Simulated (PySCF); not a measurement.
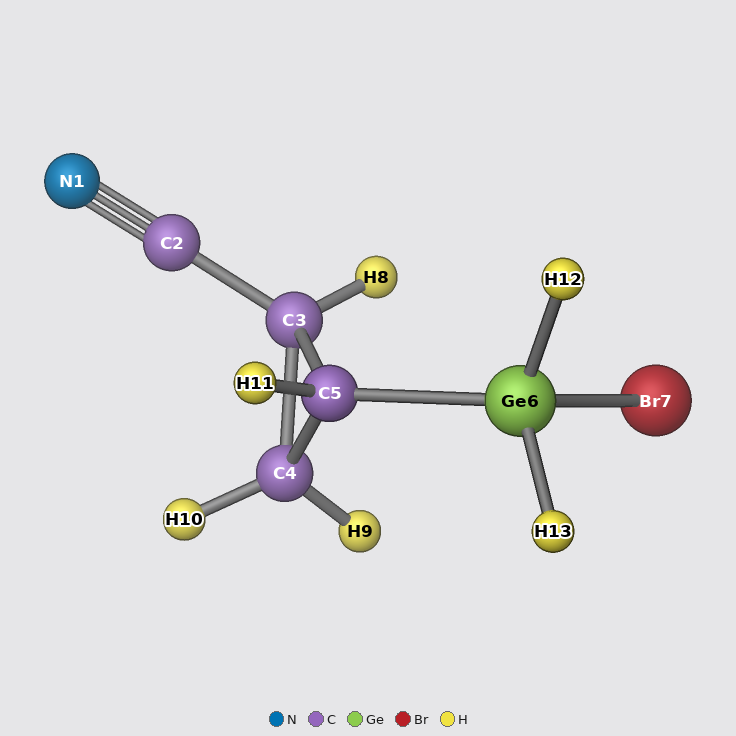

The geometry was computed by an optimisation with GFN2-xTB. No frequency run is at hand to confirm it as a minimum. Level of theory: B3LYP/pcJ-1 (pcSseg-1 on Br) (pcSseg-1 on Ge) indirect spin-spin coupling, non-relativistic, gas phase (PySCF 2.14.0). Isotopes: 13C, 1H, 15N.

Give the spin–spin coupling constants of these pairs, with the number of bonds between them: N1/C2, N1/C3, N1/C4, N1/H8, N1/C5.

| pair | bonds apart | J (Hz) |
| --- | --- | --- |
| N1, C2 | 1 | −22.1 |
| N1, C3 | 2 | 3.0 |
| N1, C4 | 3 | −0.6 |
| N1, H8 | 3 | −1.4 |
| N1, C5 | 3 | −0.6 |

The geometry is semi-empirical. Around Br, Ge such bond lengths and angles can be off by a tenth of an ångström or more and by several degrees, and values that hang on the shape move with them.
